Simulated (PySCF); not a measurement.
# C5H11NO2Si: what the fields show

```yaml
atoms:
  - { symbol: C, position_ang: [-2.5792, 0.6763, 0.0480] }
  - { symbol: C, position_ang: [-2.3868, -0.8076, -0.2730] }
  - { symbol: C, position_ang: [-1.1502, -0.7371, 0.6346] }
  - { symbol: Si, position_ang: [0.4797, -0.6180, -0.3303] }
  - { symbol: O, position_ang: [1.0067, 0.9380, -0.3706] }
  - { symbol: C, position_ang: [2.3870, 0.9938, -0.1584] }
  - { symbol: C, position_ang: [2.8028, -0.2863, 0.5967] }
  - { symbol: O, position_ang: [1.7901, -1.2366, 0.4392] }
  - { symbol: N, position_ang: [-1.6718, 0.5289, 1.1842] }
  - { symbol: H, position_ang: [-3.5802, 0.9990, 0.3423] }
  - { symbol: H, position_ang: [-2.2047, 1.3263, -0.7511] }
  - { symbol: H, position_ang: [-2.2172, -1.0636, -1.3150] }
  - { symbol: H, position_ang: [-3.1771, -1.4329, 0.1342] }
  - { symbol: H, position_ang: [-1.1064, -1.5133, 1.4041] }
  - { symbol: H, position_ang: [0.4197, -1.1867, -1.6774] }
  - { symbol: H, position_ang: [2.6180, 1.8963, 0.4111] }
  - { symbol: H, position_ang: [2.8924, 1.0417, -1.1278] }
  - { symbol: H, position_ang: [3.7361, -0.6914, 0.1984] }
  - { symbol: H, position_ang: [2.9267, -0.0880, 1.6658] }
  - { symbol: H, position_ang: [-0.9908, 1.2717, 1.3031] }
```

Geometry: GFN2-xTB.

The calculation used PySCF 2.14.0, PBE0/pcSseg-1, SCF density, gas phase, non-relativistic.

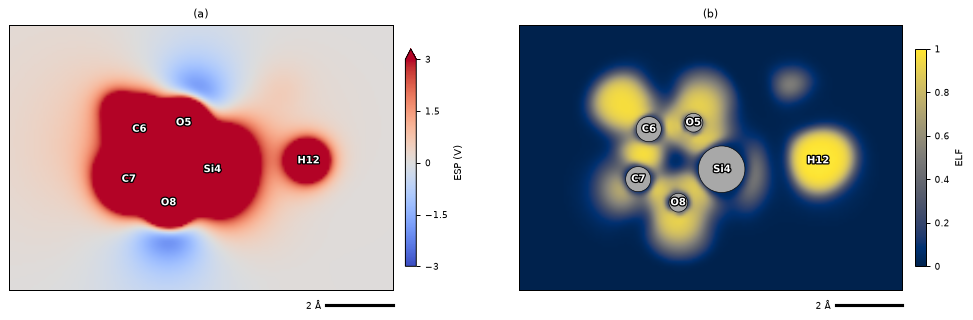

Figure 1. (a) molecular electrostatic potential; (b) electron localisation function on the plane of atoms Si4, O8 and C7. Grey discs cover the atomic cores in the ELF map.

Question: Describe what can be read from this map.

Answer:
- The section cuts through Si, O, C and H sites.
- C–O (1.40 Å): the ELF peaks at about 0.85 between the atoms: a shared but strongly polarised pair.
- C–C (1.54 Å): the ELF peaks at about 0.95 between the atoms: a shared electron pair.
- Si–O (1.64 Å): the ELF peaks at about 0.85 between the atoms (a shared but strongly polarised pair).
- The ELF also peaks beside O8 and O5, away from the bonds: lone-pair regions.
- Outside the dense part of the molecule the potential is most negative (−2.0 V) near O8.

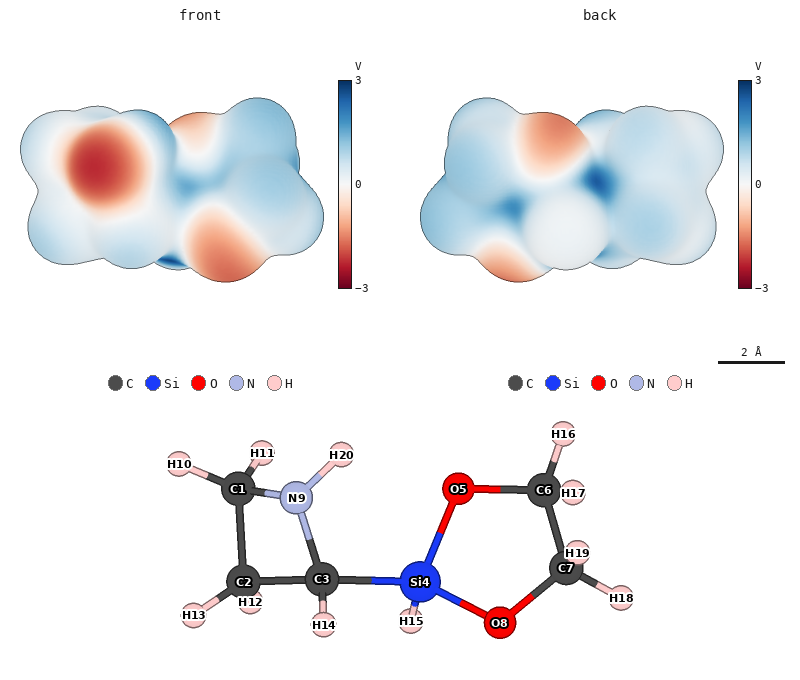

Figure 2. The electrostatic potential painted on the density surface at 0.004 e/bohr³, seen from the front and from behind; the colour scale runs from red (negative) to blue (positive). The bare structure is drawn below in the same view.

Question: Where is the surface potential most negative and most positive?

Answer: The most negative region (about −2.2 V, or −51 kcal/mol for a unit charge) lies over N9, the most positive (about +2.4 V, or +55 kcal/mol for a unit charge) over Si4. N9 is the likeliest acceptor of a hydrogen bond.

Question: What dipole moment does the calculation give?

Answer: Its dipole moment is 1.49 D.
